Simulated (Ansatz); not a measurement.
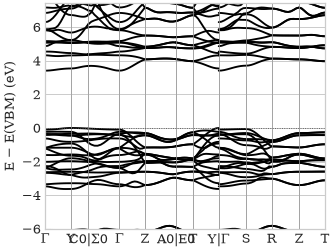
Fig. 1. Band structure from the program Ansatz at the LDA level (PAW)

Task: Read off the gap and where the band edges lie.

Result: About 3.4 eV (3.41 eV by a search for the band edges); maximum at Y, minimum at Γ.

The material is CsNaTiO₃ in space group Cmcm (No. 63; Pearson symbol oS24).

The workflow started from a Materials Project entry (that database holds measured and hypothetical structures alike); the Crystallography Open Database copy checked does not list it. Whether it is the stable phase at ambient conditions was not checked. The LDA relaxation kept the symmetry of its start; of distortions, only those at the zone centre were tested. The run is not spin-polarised. Scalar-relativistic: spin–orbit coupling is off unless named, which matters more the heavier the elements.

Potentials: the later of the program's two PAW sets.
